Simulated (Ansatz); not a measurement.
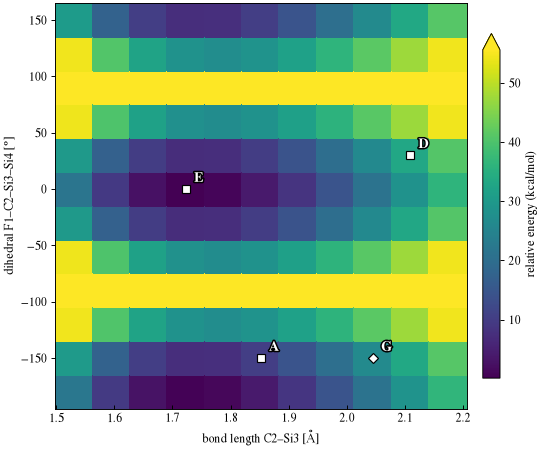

CH₅FSi₂, SMILES FC=[SiH][SiH3]. Coordinates scanned: (1) bond length C2–Si3; (2) dihedral F1–C2–Si3–Si4. Nothing is relaxed (all other coordinates rigid). Grid: 11 × 12 points. Energies are in kcal/mol, from the relaxed molecule at the same level. Energies and slopes of some neighbouring points disagree (a jump in structure or state, or too coarse a mesh). The restricted reference is unstable at some or all points, so the energies there are unreliable. Theory: RHF-MP2, frozen core/def2-TZVP in Ansatz 0.2.0.

Drawn: one coloured cell a grid point, one colour for all values above the top of the scale, lettered points.

Q: Is G the lowest point of the computed grid?

A: No. G lies 26 kcal/mol above the lowest grid point, which is at bond length C2–Si3 = 1.723 Å, dihedral F1–C2–Si3–Si4 = 0°.

Q: Rank the lettered points by energy, lowest first.

A: E (0.09 kcal/mol), A (10 kcal/mol), G (26 kcal/mol), D (33 kcal/mol).
